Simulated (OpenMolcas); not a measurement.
# Excited-state calculation, with input and output: CH6Si (part 2 of 3)

Continued. System: CH6Si, SMILES [H][Si]([H])([H])C. Method: CASPT2/ANO-L-VTZP (OpenMolcas 26.06). Some settings of this run were made unusual or wrong on purpose. The geometry comes from this level: GFN2-xTB.

Geometry of the input (Å):
```
Si -0.0019  0.0030  -0.9116
C  0.0023  -0.0034  0.9838
H  -1.0079  0.0450  1.3807
H  0.5512  0.8464  1.3802
H  0.4660  -0.9053  1.3737
H  1.3772  -0.0253  -1.4057
H  -0.6674  1.2150  -1.3964
H  -0.7194  -1.1754  -1.4047
```

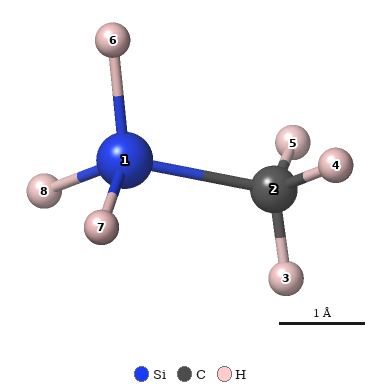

The structure (ball-and-stick view, seen at a tilt; atoms are numbered from 1 in the order of the input).

What the program printed, continued:
```
++    Final optimization conditions:
      ------------------------------

      Average CI energy                            -329.96632865
      RASSCF energy for state  3                   -329.58342632
      Super-CI energy                                -0.00000000
      RASSCF energy change                           -0.00000000
      Max change in MO coefficients              -1.239E-05
      Max non-diagonal density matrix element    -1.789E-05
      Maximum BLB matrix element                 -1.208E-05
      (orbital pair  11,  13 in symmetry   1)
      Norm of electronic gradient            2.756E-01
--

      Final state energy(ies):
      ------------------------

::    RASSCF root number  1 Total energy:   -330.30264228
::    RASSCF root number  2 Total energy:   -330.01291734
::    RASSCF root number  3 Total energy:   -329.58342632
      Von Neumann Entropy (Root   1) =  0.00256

      Mulliken population analysis for root number:  1
      -----------------------------------------------

++    Molecular charges:
      ------------------

      Mulliken charges per centre
      ---------------------------

                SI1     C2      H3      H4      H5      H6      H7      H8
      Total   14.0697  7.1060  0.6378  0.6381  0.6381  0.9700  0.9703  0.9700

      N-E     -0.0697 -1.1060  0.3622  0.3619  0.3619  0.0300  0.0297  0.0300

      Total electronic charge=   26.000000

      Total            charge=   -0.000000
--

      Expectation values of various properties for root number:  1
      -----------------------------------------------------------

++    Molecular properties:
      ---------------------

      Charge (e):
                      =   -0.0000
      Dipole Moment (debye):
      Origin of the operator (angstrom)=   -0.0006    0.0010   -0.2992
                   X=  2.3106E-03               Y= -2.8558E-03               Z=  4.8177E-01           Total=  4.8179E-01
      Quadrupole Moment (debye*angstrom):
      Origin of the operator (angstrom)=   -0.0006    0.0010   -0.2992
                  XX= -2.1262E+01              XY= -7.6327E-04              XZ= -6.3459E-04              YY= -2.1261E+01
                  YZ=  1.7135E-03              ZZ= -2.0192E+01
      In traceless form (debye*angstrom)
                  XX= -5.3537E-01              XY= -1.1449E-03              XZ= -9.5188E-04              YY= -5.3402E-01
                  YZ=  2.5702E-03              ZZ=  1.0694E+00
--

      LoProp population analysis for root number:  1
      -----------------------------------------------

++    LoProp analysis:
      ----------------

++    Static properties:
      ------------------

      LoProp Charges per center

                   SI1      C2       H3       H4       H5       H6       H7       H8
      Nuclear     14.0000   6.0000   1.0000   1.0000   1.0000   1.0000   1.0000   1.0000
      Electronic -13.3801  -6.8528  -0.8058  -0.8058  -0.8059  -1.1164  -1.1167  -1.1165

      Total        0.6199  -0.8528   0.1942   0.1942   0.1941  -0.1164  -0.1167  -0.1165
--

      Natural Bond Order analysis for root number:  1

++    Natural Bond Order analysis
      ---------------------------
      Based on LoProp computed density
      -------------------------------------------------------------------------------------
      Atom A       Atom B       Bond Order
      -------------------------------------------------------------------------------------
      NBO located      1.008 non-bonded electrons on atom SI1
      NBO located      0.994 non-bonded electrons on atom SI1
      NBO located      1.000 non-bonded electrons on atom SI1
      NBO located      1.002 non-bonded electrons on atom SI1
      NBO located      1.002 non-bonded electrons on atom SI1
      NBO located      1.003 non-bonded electrons on atom C2
      NBO located      0.983 non-bonded electrons on atom C2
      The remaining    8.538 electrons are to be considered as diffuse
--

--

      Von Neumann Entropy (Root   2) =  0.99922

      Mulliken population analysis for root number:  2
      -----------------------------------------------

++    Molecular charges:
      ------------------

      Mulliken charges per centre
      ---------------------------

                SI1     C2      H3      H4      H5      H6      H7      H8
      Total   14.0469  6.6663  0.8032  0.8035  0.8036  0.9589  0.9587  0.9588

      N-E     -0.0469 -0.6663  0.1968  0.1965  0.1964  0.0411  0.0413  0.0412

      Total electronic charge=   26.000000

      Total            charge=   -0.000000
--

      Expectation values of various properties for root number:  2
      -----------------------------------------------------------

++    Molecular properties:
      ---------------------

      Charge (e):
                      =   -0.0000
      Dipole Moment (debye):
      Origin of the operator (angstrom)=   -0.0006    0.0010   -0.2992
                   X= -6.8254E-03               Y=  1.0118E-02               Z= -2.0542E+00           Total=  2.0543E+00
      Quadrupole Moment (debye*angstrom):
      Origin of the operator (angstrom)=   -0.0006    0.0010   -0.2992
                  XX= -3.2944E+01              XY= -3.0745E-04              XZ=  3.8819E-03              YY= -3.2946E+01
                  YZ= -8.5758E-03              ZZ= -3.1504E+01
      In traceless form (debye*angstrom)
                  XX= -7.1894E-01              XY= -4.6117E-04              XZ=  5.8229E-03              YY= -7.2202E-01
                  YZ= -1.2864E-02              ZZ=  1.4410E+00
--

      LoProp population analysis for root number:  2
      -----------------------------------------------

++    LoProp analysis:
      ----------------

++    Static properties:
      ------------------

      LoProp Charges per center

                   SI1      C2       H3       H4       H5       H6       H7       H8
      Nuclear     14.0000   6.0000   1.0000   1.0000   1.0000   1.0000   1.0000   1.0000
      Electronic -13.4544  -6.5646  -0.8894  -0.8894  -0.8893  -1.1044  -1.1040  -1.1045

      Total        0.5456  -0.5646   0.1106   0.1106   0.1107  -0.1044  -0.1040  -0.1045
--

      Natural Bond Order analysis for root number:  2

++    Natural Bond Order analysis
      ---------------------------
      Based on LoProp computed density
      -------------------------------------------------------------------------------------
      Atom A       Atom B       Bond Order
      -------------------------------------------------------------------------------------
      NBO located      1.006 non-bonded electrons on atom SI1
      NBO located      0.997 non-bonded electrons on atom SI1
      NBO located      1.000 non-bonded electrons on atom SI1
      NBO located      1.002 non-bonded electrons on atom SI1
      NBO located      1.002 non-bonded electrons on atom SI1
      NBO located      1.000 non-bonded electrons on atom C2
      The remaining    9.492 electrons are to be considered as diffuse
--

--

      Von Neumann Entropy (Root   3) =  0.00247

      Mulliken population analysis for root number:  3
      -----------------------------------------------

++    Molecular charges:
      ------------------

      Mulliken charges per centre
      ---------------------------

                SI1     C2      H3      H4      H5      H6      H7      H8
      Total   14.0509  6.2162  0.9637  0.9640  0.9642  0.9473  0.9466  0.9473

      N-E     -0.0509 -0.2162  0.0363  0.0360  0.0358  0.0527  0.0534  0.0527

      Total electronic charge=   26.000000

      Total            charge=   -0.000000
--

      Expectation values of various properties for root number:  3
      -----------------------------------------------------------

++    Molecular properties:
      ---------------------

      Charge (e):
                      =   -0.0000
      Dipole Moment (debye):
      Origin of the operator (angstrom)=   -0.0006    0.0010   -0.2992
                   X= -1.5058E-02               Y=  2.1708E-02               Z= -4.2306E+00           Total=  4.2306E+00
      Quadrupole Moment (debye*angstrom):
      Origin of the operator (angstrom)=   -0.0006    0.0010   -0.2992
                  XX= -4.4491E+01              XY= -2.3159E-04              XZ=  8.8382E-03              YY= -4.4496E+01
                  YZ= -1.9569E-02              ZZ= -4.2602E+01
      In traceless form (debye*angstrom)
                  XX= -9.4244E-01              XY= -3.4738E-04              XZ=  1.3257E-02              YY= -9.4909E-01
                  YZ= -2.9353E-02              ZZ=  1.8915E+00
--

      LoProp population analysis for root number:  3
      -----------------------------------------------

++    LoProp analysis:
      ----------------

++    Static properties:
      ------------------

      LoProp Charges per center

                   SI1      C2       H3       H4       H5       H6       H7       H8
      Nuclear     14.0000   6.0000   1.0000   1.0000   1.0000   1.0000   1.0000   1.0000
      Electronic -13.5750  -6.2571  -0.9674  -0.9674  -0.9670  -1.0891  -1.0879  -1.0892

      Total        0.4250  -0.2571   0.0326   0.0326   0.0330  -0.0891  -0.0879  -0.0892
--

      Natural Bond Order analysis for root number:  3

++    Natural Bond Order analysis
      ---------------------------
      Based on LoProp computed density
      -------------------------------------------------------------------------------------
      Atom A       Atom B       Bond Order
      -------------------------------------------------------------------------------------
      NBO located      1.005 non-bonded electrons on atom SI1
      NBO located      1.000 non-bonded electrons on atom SI1
      NBO located      0.998 non-bonded electrons on atom SI1
      NBO located      1.002 non-bonded electrons on atom SI1
      NBO located      1.002 non-bonded electrons on atom SI1
      NBO located      1.000 non-bonded electrons on atom C2
      The remaining    9.456 electrons are to be considered as diffuse
--

--

      Average orbitals are written to the RASORB file
      Natural orbitals for root   1 are written to the RASORB.1 file
      Natural orbitals for root   2 are written to the RASORB.2 file
      Natural orbitals for root   3 are written to the RASORB.3 file
      Spin density orbitals for root   1 are written to the SPDORB.1 file
      Spin density orbitals for root   2 are written to the SPDORB.2 file
      Spin density orbitals for root   3 are written to the SPDORB.3 file

--- Stop Module: rasscf /rc=_RC_ALL_IS_WELL_ ---
           step6.RasOrb.3 step6.rasscf.h5 step6.SpdOrb.1 step6.SpdOrb.2 step6.SpdOrb.3 xmldump
--- Module rasscf spent 7 seconds ---

--- Start Module: caspt2 ---

                                              &CASPT2

                       available to each process: 1.9 GB of memory, 1 thread

++    Wave function specifications:
      -----------------------------

      Number of closed shell electrons          18
      Number of electrons in active shells       2
      Max number of holes in RAS1 space          0
      Max number of electrons in RAS3 space      0
      Number of inactive orbitals                9
      Number of active orbitals                  2
      Number of secondary orbitals             134
      Spin quantum number                      0.0
      State symmetry                             1
      Number of CSFs                             3
      Number of CASSCF root(s) available         3
      CASPT2 state passed to geometry opt.       3
      A file JOBMIX will be created
      This is a MULTI-STATE CASSCF reference
      Number of CI roots used                    3
      These are:                                 1   2   3
      Off-diagonal elements of Heff are computed
--

++    Orbital specifications:
      -----------------------

      Symmetry species                           1
                                                 a
      Frozen orbitals                            3
      Inactive orbitals                          9
      Active orbitals                            2
      Secondary orbitals                       134
      Deleted orbitals                           0
      Number of basis functions                148
--

++    CASPT2 specifications:
      ----------------------

      Type of calculation                        MS-CASPT2
      Fock operator                              state-specific
      IPEA shift                                 0.25
      Real shift                                 5.00
      Imaginary shift                            0.00
      The input orbitals will be transformed to quasi-canonical
--

--------------------------------------------------------------------------------
 Estimated memory requirements:
  POLY3 :                   250070
  RHS:                     1148150
  SIGMA :                  1064050
  PRPCTL:                        0
 Available workspace:    232470429

++ CASPT2 computation for group   1

********************************************************************************
 Multi-State initialization phase begins for group   1
--------------------------------------------------------------------------------
********************************************************************************
 Compute H0 matrices for state    1
--------------------------------------------------------------------------------
--------------------------------------------------------------------------------
 H0 matrices have been computed.
```
